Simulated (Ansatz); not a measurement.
The crystal is TiNCl (layers cut from the bulk crystal).

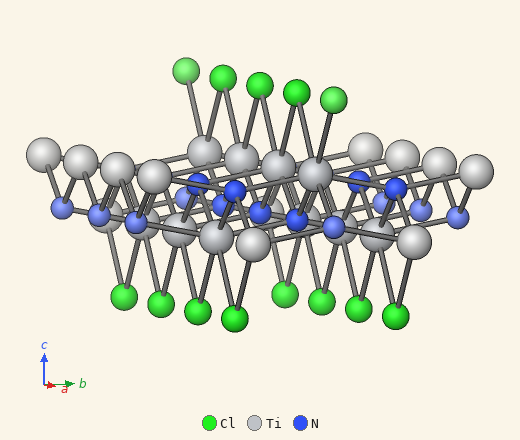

The structure (chlorine green, titanium light grey, nitrogen blue). 3×1×1 cells are drawn. Some periodic images of atoms are drawn too.

The cell holds 6 atoms: 2 Cl, 2 Ti and 2 N. Its edges and angles: a = 3.213 Å, b = 3.902 Å, c = 33.500 Å, α = 90.0°, β = 90.0°, γ = 90.0°. It derives from TiNCl. Vacuum lies along c.

```xyz
6
Lattice="3.2133 0.0000 0.0000 0.0000 3.9022 0.0000 0.0000 0.0000 33.5000" Properties=species:S:1:pos:R:3
Cl    0.0000    0.0000   14.1652
Ti    1.6066    0.0000   15.9848
N     1.6066    1.9511   16.3611
N     0.0000    0.0000   17.1389
Ti    0.0000    1.9511   17.5152
Cl    1.6066    1.9511   19.3348
```

The structure was relaxed with PBEsol-D3(BJ). At the settings of the band run the largest force is still 0.06 eV/Å. The runs that relaxed it are not among those shown.

Gaps computed with Ansatz 0.2.0 without a self-energy: PBEsol 0.53 eV, HSE06 1.61 eV and PBE0 2.30 eV.

What gap should G0W0 on PBEsol give (6×4×1 mesh, 499 empty bands, screening to 65 eV, PAW set soft_1 files)?

About 1.84 eV: on its mesh the run moves the gap from 0.54 eV by +1.30 eV. Among the scalar-relativistic levels given, HSE06 is nearest (−0.23 eV). Bands and cutoff are finite, so the gap is not at the basis limit. The miss can reach some tenths of an eV and take either sign; the mesh is an error of its own. The mesh in the plane is coarse for a sheet; gap and any exciton binding can still move on denser ones. The program marks a band-edge row as in doubt, so the gap is less sure than its digits.

[Paths, hosts, dates, memory and timing lines, banners, echoed tables and standing remarks are left out of the program output.]

[Logs are printed without paths, hosts, clocks, repeated set-up lines and the standing remarks that a program may print on its own settings, such as how far it seeks lower states.]

[Runs of the session that timed out or met a known fault of the program may be left out.]

[Cells called generated may have been cut or substituted from an entry of the Crystallography Open Database or the Materials Project.]

[Hosts, paths, dates, database ids (printed as entryN), source tags and the programs' standing remarks are cut or masked in the printed files.]
